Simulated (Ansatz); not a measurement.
## Nudged elastic band of GeH$_{3}$ClO

- system: GeH$_{3}$ClO
- method: RKS PBE-D4/def2-SVP (Ansatz 0.2.0)

It belongs to a series of runs on one base structure; here: band between the two ends. Figures and captions count atoms from 1; the log counts them from 0 in places.

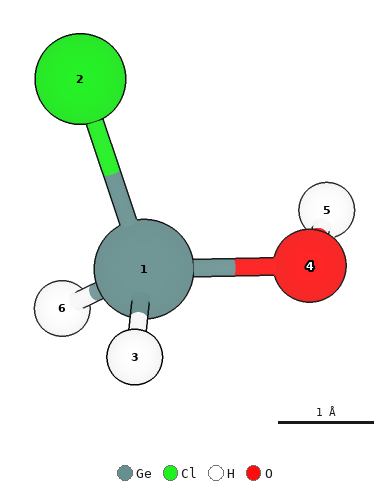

The starting structure (ball-and-stick view, seen at a tilt; atoms are numbered from 1 in the order of the input). Sticks mark near contacts.

Input file
```yaml
crystal:
  periodic: [false, false, false]
  atoms:
    - { symbol: Ge, position_ang: [0.273185, -0.061521, -0.016552] }
    - { symbol: Cl, position_ang: [0.460509, 0.095391, 2.153502] }
    - { symbol: H, position_ang: [1.668855, 0.087411, -0.652196] }
    - { symbol: O, position_ang: [-0.656107, 1.331379, -0.644178] }
    - { symbol: H, position_ang: [-1.561787, 1.347316, -0.28172] }
    - { symbol: H, position_ang: [-0.448755, -1.406877, -0.289956] }
basis:
  gaussian: { orbitals: def2-SVP }
hamiltonian:
  xc: pbe
  dispersion: d4
neb:
  order_check: false
  images: 7
  f_tol: 0.05
  max_iterations: 60
  final_atoms:
    - { symbol: Ge, position_ang: [-0.16499955, -0.37275241, -0.98327217] }
    - { symbol: Cl, position_ang: [1.41153973, -0.10689317, 1.5159112] }
    - { symbol: H, position_ang: [2.38208565, 0.49252467, 0.89175916] }
    - { symbol: O, position_ang: [-0.97560719, 1.25785859, -0.90808208] }
    - { symbol: H, position_ang: [-1.73203874, 1.26045047, -0.29146795] }
    - { symbol: H, position_ang: [-1.1850799, -1.13808914, 0.04405184] }
  initial_path:
    images:
      - { positions_ang: [[0.273185, -0.061521, -0.016552], [0.460509, 0.095391, 2.153502], [1.668855, 0.087411, -0.652196], [-0.656107, 1.331379, -0.644178], [-1.561787, 1.347316, -0.28172], [-0.448755, -1.406877, -0.289956]] }
      - { positions_ang: [[0.20514877, -0.04602792, -0.01273517], [0.68595132, 0.07130367, 2.11499701], [1.68738553, 0.06790358, -0.44738144], [-0.70306664, 1.35920548, -0.62802558], [-1.62175807, 1.31239518, -0.41071245], [-0.5177609, -1.37168099, -0.34724238]] }
      - { positions_ang: [[0.13711255, -0.03053485, -0.00891834], [0.91139363, 0.04721634, 2.07649203], [1.70591606, 0.04839617, -0.24256688], [-0.75002629, 1.38703196, -0.61187315], [-1.68172915, 1.27747436, -0.5397049], [-0.5867668, -1.33648499, -0.40452876]] }
      - { positions_ang: [[0.06907632, -0.01504177, -0.00510151], [1.13683595, 0.02312901, 2.03798704], [1.72444658, 0.02888875, -0.03775232], [-0.79698593, 1.41485845, -0.59572073], [-1.74170022, 1.24255355, -0.66869735], [-0.6557727, -1.30128898, -0.46181514]] }
      - { positions_ang: [[0.0010401, 0.00045131, -0.00128468], [1.36227826, -0.00095832, 1.99948206], [1.74297711, 0.00938133, 0.16706224], [-0.84394557, 1.44268493, -0.57956831], [-1.8016713, 1.20763273, -0.79768979], [-0.7247786, -1.26609298, -0.51910152]] }
      - { positions_ang: [[-0.04046981, -0.09284962, -0.24678156], [1.37459363, -0.02744203, 1.87858934], [1.90275424, 0.13016717, 0.34823647], [-0.87686098, 1.39647834, -0.66169675], [-1.78426316, 1.22083716, -0.67113433], [-0.83985393, -1.23409202, -0.37831318]] }
      - { positions_ang: [[-0.08197973, -0.18615055, -0.49227843], [1.386909, -0.05392574, 1.75769663], [2.06253138, 0.250953, 0.5294107], [-0.90977638, 1.35027176, -0.74382519], [-1.76685502, 1.2340416, -0.54457887], [-0.95492925, -1.20209106, -0.23752484]] }
      - { positions_ang: [[-0.12348964, -0.27945148, -0.7377753], [1.39922436, -0.08040946, 1.63680391], [2.22230851, 0.37173883, 0.71058493], [-0.94269179, 1.30406517, -0.82595363], [-1.74944688, 1.24724603, -0.41802341], [-1.07000457, -1.1700901, -0.0967365]] }
      - { positions_ang: [[-0.16499955, -0.37275241, -0.98327217], [1.41153973, -0.10689317, 1.5159112], [2.38208565, 0.49252467, 0.89175916], [-0.97560719, 1.25785859, -0.90808208], [-1.73203874, 1.26045047, -0.29146795], [-1.1850799, -1.13808914, 0.04405184]] }
```

Hardware: 1 thread of Arm Neoverse V1, 24 GiB of memory available, shared host.

Launch command:
```bash
ansatz run input.yaml --threads 1 --pin off --max-ram 2048MiB --backend cpu --events-out ev --progress --plain --runs-dir out
```

The program's output
```
Engine: ansatz 0.2.0, aarch64-unknown-linux-gnu
Functional definition: PBE
  parameter kappa = 0.804
  parameter beta = 0.06672455060314922
  exchange = pbe_x(kappa = kappa, mu = beta*pi^2/3)
  correlation = pbe_c(beta = beta)
863 factors; their error is unknown
mean field evaluation 1: about -71104.0510 eV, gradient 5.8e1 eV
mean field evaluation 2: about -71047.5016 eV, gradient 1.6e2 eV
mean field evaluation 4: about -71109.4378 eV, gradient 1.2e1 eV
mean field evaluation 8: about -71109.7106 eV, gradient 1.4e-1 eV
mean field evaluation 16: about -71109.6595 eV, gradient 3.1e-5 eV
mean field -71109.65946281 eV, -2613.2317853999 hartree, gradient 3.1e-5 eV, S^2 0.000000; 0 other end points of the search recorded, 0 dependent functions left out
the calculation of the forces begins
reference -71109.65949174 eV, -2613.2317864629 hartree; 30, 30 occupied and 49, 49 virtual orbitals, 863 factors
863 factors; their error is unknown
mean field evaluation 32: about -71108.0674 eV, gradient 9.2e-4 eV
mean field -71108.06739325 eV, -2613.1732779227 hartree, gradient 3.3e-5 eV, S^2 0.000000; 0 other end points of the search recorded, 0 dependent functions left out
[... from here on the field's lines of each further geometry are left out, up to the last ...]
NEB iter   1: max|band force component| = 6.070e0 eV/Å  barrier→ = 3.3213 eV  barrier← = 1.7308 eV  Δτ_max = 0.2000 Å  (233 SCF iters)
NEB iter   2: max|band force component| = 2.327e0 eV/Å  barrier→ = 2.3557 eV  barrier← = 0.7651 eV  Δτ_max = 0.1975 Å  (206 SCF iters)
NEB iter   3: max|band force component| = 7.686e-1 eV/Å  barrier→ = 1.9623 eV  barrier← = 0.3717 eV  Δτ_max = 0.1961 Å  (203 SCF iters)
NEB iter   4: max|band force component| = 1.235e0 eV/Å  barrier→ = 2.0526 eV  barrier← = 0.4620 eV  Δτ_max = 0.1006 Å  (196 SCF iters)
NEB iter   5: max|band force component| = 8.101e-1 eV/Å  barrier→ = 1.9644 eV  barrier← = 0.3739 eV  Δτ_max = 0.0974 Å  (184 SCF iters)
NEB iter   6: max|band force component| = 6.332e-1 eV/Å  barrier→ = 1.8630 eV  barrier← = 0.2725 eV  Δτ_max = 0.0994 Å  (187 SCF iters)
NEB iter   7: max|band force component| = 5.171e-1 eV/Å  barrier→ = 1.8267 eV  barrier← = 0.2361 eV  Δτ_max = 0.1003 Å  (181 SCF iters)
NEB iter   8: max|band force component| = 5.207e-1 eV/Å  barrier→ = 1.8549 eV  barrier← = 0.2644 eV  CI = image 4  Δτ_max = 0.1645 Å  (178 SCF iters)
NEB iter   9: max|band force component| = 5.346e-1 eV/Å  barrier→ = 1.9722 eV  barrier← = 0.3817 eV  CI = image 4  Δτ_max = 0.1380 Å  (189 SCF iters)
NEB iter  10: max|band force component| = 5.326e-1 eV/Å  barrier→ = 1.9494 eV  barrier← = 0.3588 eV  CI = image 4  Δτ_max = 0.1037 Å  (181 SCF iters)
NEB iter  11: max|band force component| = 2.118e-1 eV/Å  barrier→ = 1.9484 eV  barrier← = 0.3578 eV  CI = image 4  Δτ_max = 0.0363 Å  (180 SCF iters)
NEB iter  12: max|band force component| = 1.690e-1 eV/Å  barrier→ = 1.9475 eV  barrier← = 0.3569 eV  CI = image 4  Δτ_max = 0.0172 Å  (171 SCF iters)
NEB iter  13: max|band force component| = 7.931e-2 eV/Å  barrier→ = 1.9461 eV  barrier← = 0.3555 eV  CI = image 4  Δτ_max = 0.0129 Å  (170 SCF iters)
the calculation of the forces begins
reference -71108.05151132 eV, -2613.1726942727 hartree; 30, 30 occupied and 49, 49 virtual orbitals, 863 factors
863 factors; their error is unknown
mean field -71107.71409085 eV, -2613.1602942989 hartree, gradient 2.0e-5 eV, S^2 0.000000; 1 other end points of the search recorded, 0 dependent functions left out
the calculation of the forces begins
reference -71107.71411992 eV, -2613.1602953674 hartree; 30, 30 occupied and 49, 49 virtual orbitals, 863 factors
NEB iter  14: max|band force component| = 3.927e-2 eV/Å  barrier→ = 1.9456 eV  barrier← = 0.3550 eV  CI = image 4  Δτ_max = 0.0000 Å  (357 SCF iters)
```

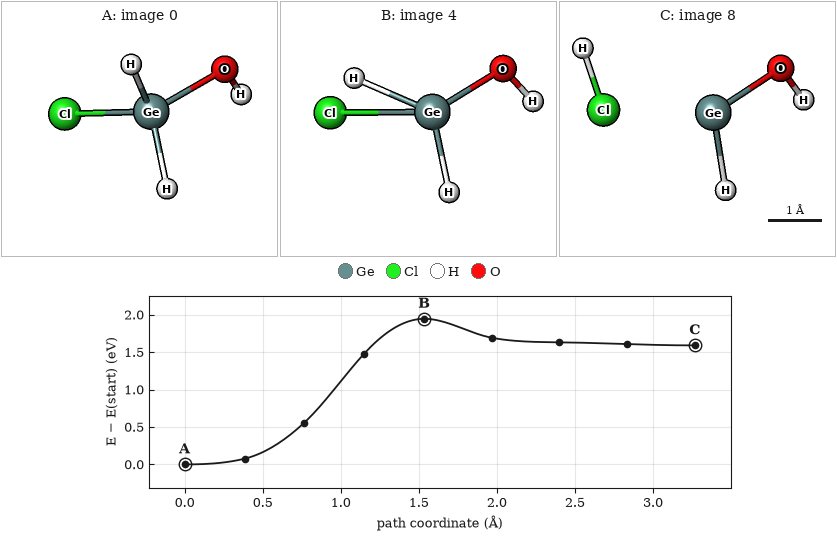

Images of the last band (counted from 0; ball-and-stick, seen at a tilt) above the energy along the path; the line is a cubic interpolation that uses the forces. The highest image is number 4, 1.946 eV above the start and 0.355 eV above the end (the climbing image); the end lies 1.591 eV above the start. The path is 3.27 Å long. The band converged in 14 iterations.

```
Total energy: -71107.82046710 eV, -2613.1642035541 hartree
Atom 0 at     0.236605    -0.053858    -0.510403 Å, force    -0.001798     0.016685    -0.000036 eV/Å
Atom 1 at     1.120056    -0.022882     1.930522 Å, force     0.002002    -0.001348     0.006388 eV/Å
Atom 2 at     1.644374     0.129907     0.322869 Å, force    -0.000344    -0.008438    -0.004591 eV/Å
Atom 3 at    -0.794775     1.404577    -0.669170 Å, force     0.012961    -0.013113    -0.002221 eV/Å
Atom 4 at    -1.727845     1.214827    -0.452445 Å, force    -0.018575     0.006179    -0.001375 eV/Å
Atom 5 at    -0.742516    -1.279472    -0.352473 Å, force     0.005755     0.000035     0.001834 eV/Å
Dipole moment:    -0.319917    -0.192528    -0.378239 e Å
this run last wrote the band of iteration 14 to [file]
```

The last band as extended XYZ (Å, eV, eV/Å)
```
6
Properties=species:S:1:pos:R:3:forces:R:3 image=0 energy=-71109.76599
Ge    0.2732   -0.0615   -0.0166    0.0069  -0.0077  -0.0007
Cl    0.4605    0.0954    2.1535   -0.0020   0.0015   0.0043
H     1.6689    0.0874   -0.6522    0.0001   0.0021  -0.0029
O    -0.6561    1.3314   -0.6442    0.0031   0.0015  -0.0020
H    -1.5618    1.3473   -0.2817   -0.0061   0.0018   0.0016
H    -0.4488   -1.4069   -0.2900   -0.0019   0.0008  -0.0003
6
Properties=species:S:1:pos:R:3:forces:R:3 image=1 energy=-71109.68964
Ge    0.2553   -0.0373   -0.0011    0.0464   0.0148   0.1289
Cl    0.6670    0.0305    2.1441   -0.2895   0.0262   0.1521
H     1.6976    0.0991   -0.5051   -0.0512  -0.0218  -0.4327
O    -0.6741    1.3715   -0.6060    0.0698  -0.0117   0.1001
H    -1.6313    1.2422   -0.4587    0.0733   0.0227   0.0183
H    -0.5786   -1.3129   -0.3043    0.1512  -0.0302   0.0334
6
Properties=species:S:1:pos:R:3:forces:R:3 image=2 energy=-71109.20678
Ge    0.2270   -0.0414   -0.0910    0.0247   0.0970   0.9842
Cl    0.8459    0.0023    2.0547   -0.7990  -0.0097   0.3870
H     1.7328    0.1199   -0.2242    0.1360  -0.0046  -1.4426
O    -0.7256    1.3733   -0.6598    0.1822  -0.1002   0.1607
H    -1.6763    1.2312   -0.4731    0.1446   0.0276  -0.0374
H    -0.6678   -1.2923   -0.3377    0.3115  -0.0102  -0.0519
6
Properties=species:S:1:pos:R:3:forces:R:3 image=3 energy=-71108.28432
Ge    0.2247   -0.0497   -0.2813   -0.0350   0.1005   1.3548
Cl    0.9877   -0.0119    1.9839   -0.8313  -0.0614   0.3219
H     1.7078    0.1311    0.0600    0.3750   0.0421  -1.5297
O    -0.7646    1.3910   -0.6790    0.1347  -0.0536   0.0299
H    -1.7055    1.2225   -0.4657    0.1107   0.0284  -0.0410
H    -0.7142   -1.2899   -0.3490    0.2459  -0.0559  -0.1360
6
Properties=species:S:1:pos:R:3:forces:R:3 image=4 energy=-71107.82044
Ge    0.2366   -0.0539   -0.5104   -0.0018   0.0167   0.0000
Cl    1.1201   -0.0229    1.9305    0.0020  -0.0013   0.0064
H     1.6444    0.1299    0.3229   -0.0003  -0.0084  -0.0046
O    -0.7948    1.4046   -0.6692    0.0130  -0.0131  -0.0022
H    -1.7278    1.2148   -0.4524   -0.0186   0.0062  -0.0014
H    -0.7425   -1.2795   -0.3525    0.0058   0.0000   0.0018
6
Properties=species:S:1:pos:R:3:forces:R:3 image=5 energy=-71108.07398
Ge    0.1826   -0.0977   -0.7560   -0.0608   0.0043  -0.2686
Cl    1.3337    0.0050    1.8789    0.1591  -0.0010   0.0115
H     1.6904    0.1075    0.5599    0.0618   0.0096   0.2812
O    -0.8443    1.3875   -0.7156   -0.0544  -0.0532  -0.0336
H    -1.7535    1.2184   -0.4029   -0.0127  -0.0128   0.0122
H    -0.8731   -1.2278   -0.2954   -0.0931   0.0531  -0.0026
6
Properties=species:S:1:pos:R:3:forces:R:3 image=6 energy=-71108.13454
Ge    0.0536   -0.1604   -0.8479   -0.0027   0.0019  -0.0084
Cl    1.5065    0.0175    1.8730    0.0078  -0.0037   0.0024
H     1.9949    0.1446    0.6612    0.0185   0.0025   0.0140
O    -0.9448    1.3513   -0.8079   -0.0013  -0.0053  -0.0083
H    -1.8206    1.2060   -0.4022   -0.0119   0.0008   0.0019
H    -1.0537   -1.1658   -0.2073   -0.0104   0.0037  -0.0016
6
Properties=species:S:1:pos:R:3:forces:R:3 image=7 energy=-71108.15840
Ge   -0.0559   -0.2508   -0.9074   -0.0154  -0.0072  -0.0132
Cl    1.4398    0.0144    1.7067   -0.0182  -0.0114  -0.0247
H     2.3099    0.2579    0.7728    0.0502   0.0187   0.0315
O    -0.9954    1.3059   -0.8649   -0.0003  -0.0047  -0.0071
H    -1.8263    1.2168   -0.3614   -0.0044   0.0030   0.0076
H    -1.1361   -1.1512   -0.0770   -0.0118   0.0017   0.0059
6
Properties=species:S:1:pos:R:3:forces:R:3 image=8 energy=-71108.17543
Ge   -0.1650   -0.3728   -0.9833   -0.0065   0.0114   0.0052
Cl    1.4115   -0.1069    1.5159    0.0231   0.0133  -0.0164
H     2.3821    0.4925    0.8918   -0.0239  -0.0122   0.0149
O    -0.9756    1.2579   -0.9081   -0.0044  -0.0129   0.0056
H    -1.7320    1.2605   -0.2915    0.0127   0.0001  -0.0062
H    -1.1851   -1.1381    0.0441   -0.0010   0.0004  -0.0031
```

Key numbers

```json
{"quantity": "outcome", "value": "converged"}
{"quantity": "barrier, forward", "value": "1.946 eV"}
{"quantity": "barrier, backward", "value": "0.355 eV"}
{"quantity": "wall time", "value": "3 min"}
{"quantity": "peak memory", "value": "0.14 GiB"}
```

Remarks

The order of the saddle point was not checked.
